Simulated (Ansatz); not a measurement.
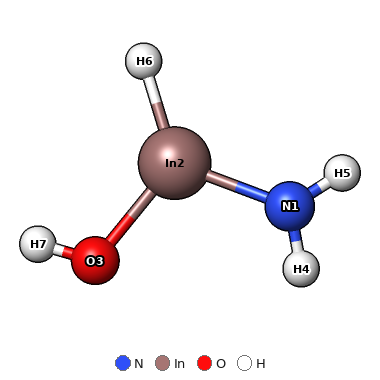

The system is H₄InNO, SMILES [NH2][InH][OH]; the picture shows the reference structure. The first coordinate is: dihedral H4–N1–In2–O3; the second: dihedral N1–In2–O3–H7. Nothing is relaxed (all other coordinates rigid). The scan uses an 18 × 18 grid. Energies are in kJ/mol, from the lowest grid point. Computed with Ansatz, RKS PBE0-D4/def2-SVP.

Its coordinates:

```yaml
atoms:
  - { symbol: N, position_ang: [-0.9345, 0.7277, -0.9499] }
  - { symbol: In, position_ang: [0.0913, 0.0596, 0.6487] }
  - { symbol: O, position_ang: [1.5319, -1.1721, -0.0019] }
  - { symbol: H, position_ang: [-0.8428, 0.2291, -1.8291] }
  - { symbol: H, position_ang: [-1.8663, 1.1162, -0.8582] }
  - { symbol: H, position_ang: [-0.0918, 0.5179, 2.2879] }
  - { symbol: H, position_ang: [2.1122, -1.4785, 0.7026] }
```

Range: dihedral H4–N1–In2–O3 from −180 to 160°; dihedral N1–In2–O3–H7 from −180 to 160°.

Q: Predict the map.

A: The lowest grid point is at dihedral H4–N1–In2–O3 = 20°, dihedral N1–In2–O3–H7 = −180°. There are further wells near dihedral H4–N1–In2–O3 = −160°, dihedral N1–In2–O3–H7 = −180° (1.7 kJ/mol above the lowest at that grid point); dihedral H4–N1–In2–O3 = 20°, dihedral N1–In2–O3–H7 = 0° (2.7 kJ/mol above the lowest at that grid point); dihedral H4–N1–In2–O3 = −160°, dihedral N1–In2–O3–H7 = 0° (4.3 kJ/mol above the lowest at that grid point). The highest grid point, dihedral H4–N1–In2–O3 = 120°, dihedral N1–In2–O3–H7 = 80°, lies 50.6 kJ/mol above the lowest. On the interpolated surface the easiest way out of the lowest well to the well at dihedral H4–N1–In2–O3 = 20°, dihedral N1–In2–O3–H7 = 0° passes a barrier of about 12 kJ/mol. Round the minimum the two coordinates are weakly coupled (coupling −0.11 in units of the two stiffnesses).

| dihedral N1–In2–O3–H7 ↓, dihedral H4–N1–In2–O3 → | −180 | −140 | −100 | −60 | −20 | 20 | 60 | 100 | 140 |
| --- | --- | --- | --- | --- | --- | --- | --- | --- | --- |
| 140 | 10.7 | 11.0 | 30.6 | 35.1 | 14.4 | 3.8 | 19.7 | 39.7 | 31.1 |
| 100 | 19.2 | 19.0 | 41.1 | 47.1 | 23.9 | 10.7 | 27.2 | 50.2 | 41.7 |
| 60 | 17.9 | 16.6 | 37.4 | 45.2 | 24.1 | 9.9 | 23.0 | 44.6 | 38.8 |
| 20 | 9.4 | 9.0 | 26.5 | 33.2 | 16.0 | 3.8 | 13.8 | 30.6 | 26.0 |
| −20 | 6.9 | 8.6 | 26.4 | 31.4 | 14.0 | 3.8 | 15.3 | 30.3 | 23.0 |
| −60 | 13.2 | 14.9 | 36.3 | 42.4 | 21.6 | 10.4 | 25.1 | 43.6 | 33.6 |
| −100 | 16.3 | 15.7 | 38.4 | 47.1 | 25.6 | 12.5 | 27.6 | 49.0 | 39.7 |
| −140 | 10.2 | 8.2 | 28.2 | 36.8 | 18.1 | 5.6 | 18.9 | 39.0 | 31.9 |
| −180 | 5.4 | 4.4 | 22.4 | 28.4 | 10.5 | 0.0 | 13.5 | 31.9 | 24.9 |

The table holds every second grid line.

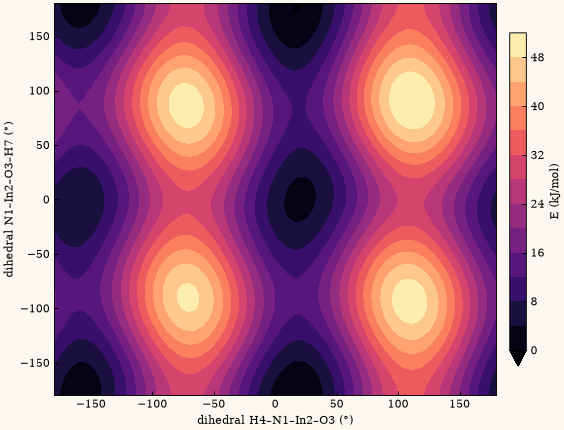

Drawn: filled contours. Between grid points the surface is interpolated.

The whole map (324 points run) took 11 min on 1 thread of Intel(R) Xeon(R) Platinum 8488C (Sapphire Rapids), on a shared host.
